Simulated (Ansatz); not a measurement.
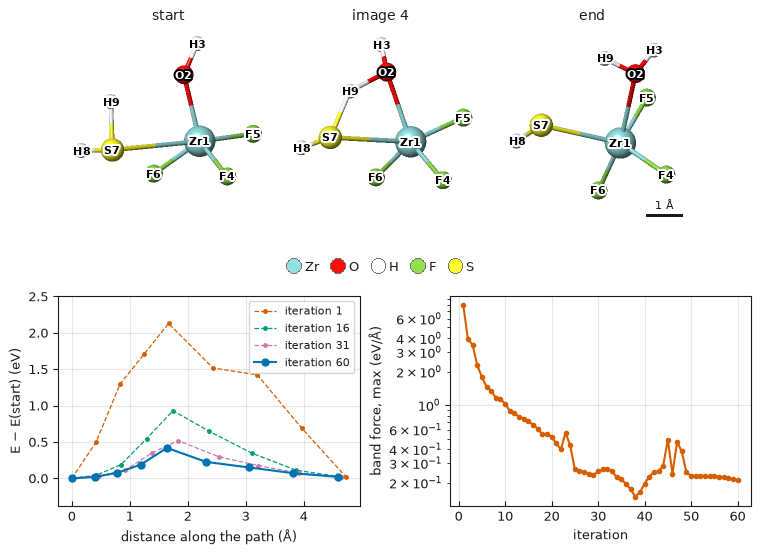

A nudged-elastic-band calculation for ZrH$_{3}$SOF$_{3}$. Images are numbered from 0 (start) to 8 (end). The plot follows the band through its iterations. Style: ball-and-stick. Shown at a tilt.

Theory: Ansatz 0.2.0, RKS revPBE-D4/def2-SVP. Run with 7 movable images; climbing image; force threshold 0.05 eV/Å; iteration limit 60; optimiser FIRE; starting path through a guess of the saddle point.

> Judge this run.

The result isn't final. The band hadn't converged when the run stopped after 60 iterations. The largest component of the band force went from 8 to 0.21 eV/Å. The barrier read from it is provisional, though the highest image hardly moved in the last two iterations. The first iteration put the highest image at 2.13 eV. The energy climbs by 0.42 eV to image 4 and then falls by 0.40 eV, so the end point sits at +0.02 eV.
